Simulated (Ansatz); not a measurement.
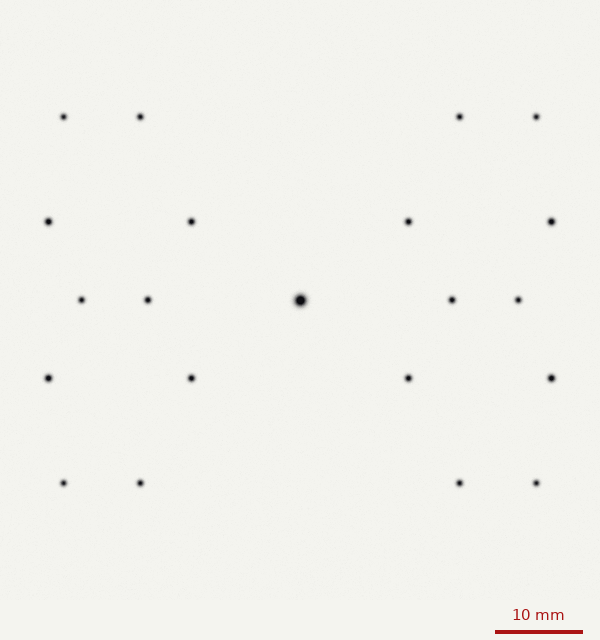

Simulated X-ray rotation photograph: Cu Kα radiation (λ = 1.5418 Å), cylindrical film of radius 30.0 mm unrolled, rotation axis vertical and normal to the beam, kinematic intensities without Lorentz or polarisation factors, the film spanning ±63° about the beam; spots down to d = 1.55 Å.

Question: What lattice repeat along the rotation axis do the layer lines give?

Answer: The first layer line lies 9.0 mm from the equator, so tan ν = 0.300, sin ν = 0.287 and the period is λ/sin ν = 5.37 Å. Further lines follow at 21.1 mm.

The crystal is Yb, space group Fm-3m (No. 225), a = 5.37 Å. Structure: the input geometry of an electronic-structure calculation (not necessarily at equilibrium).

Question: About which axis was it rotated?

Answer: About [001] (or an equivalent direction), whose length in the conventional cell is 5.368 Å.
